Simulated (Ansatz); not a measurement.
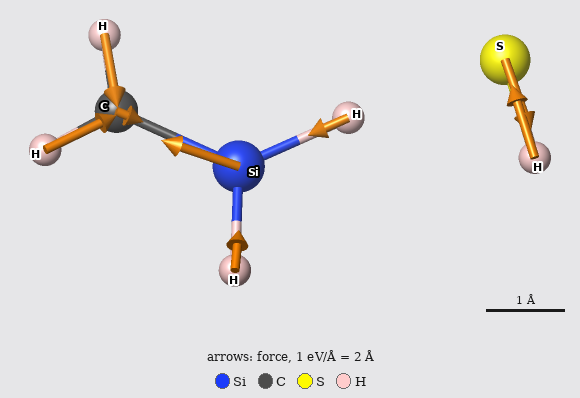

Starting geometry of CH5SSi (charge −1) with the computed forces as orange arrows. Style: ball-and-stick. Shown at a tilt.

It is one of the separated reactants of a reaction.

All numbers below come from Ansatz, RKS PBE0-D4/def2-TZVPD.

Input
```yaml
crystal:
  periodic: [false, false, false]
  atoms:
    - {symbol: Si, position_ang: [0.145271, -0.524531, 0.189234]}
    - {symbol: C, position_ang: [1.411356, -0.220237, 1.349937]}
    - {symbol: S, position_ang: [-2.005476, 1.694168, -1.876960]}
    - {symbol: H, position_ang: [-0.837275, 0.481142, -0.515294]}
    - {symbol: H, position_ang: [-2.464121, 0.529398, -2.423414]}
    - {symbol: H, position_ang: [1.532541, 0.758108, 1.842819]}
    - {symbol: H, position_ang: [2.131398, -0.991493, 1.670325]}
    - {symbol: H, position_ang: [0.208487, -1.938853, -0.367317]}
basis:
  gaussian: {orbitals: def2-TZVPD}
total_charge: -1
hamiltonian: {xc: pbe0, dispersion: d4}
relax: {f_tol: 0.005, max_steps: 200}
```

Run as
```bash
ansatz run in.yaml --threads 2 --pin off --events-out ev --progress --plain --max-ram 4352MiB
```

**What follows when this structure is relaxed?**

It isn't relaxed: the largest force vector, on Si1, is 0.55 eV/Å. The final displacements have little in common with the starting forces (cosine between the two patterns 0.23). S3 moves most after the best rigid fit: 0.23 Å. By element the largest moves are S 0.23 Å, H 0.22 Å, Si 0.15 Å, C 0.04 Å. Near-neighbour distances that change, for instance: Si1–H4 1.573 → 1.517 Å, Si1–C2 1.744 → 1.714 Å, Si1–H8 1.521 → 1.495 Å, S3–H5 1.366 → 1.346 Å. Bond angles that change, for instance: C2–Si1–H8 112.1° → 114.7°. The energy falls by 0.050 eV in 13 accepted moves (14 points after the start). The largest force component goes from 0.51 to 0.0035 eV/Å. The line search rejected the trial step at point 3 of the run.
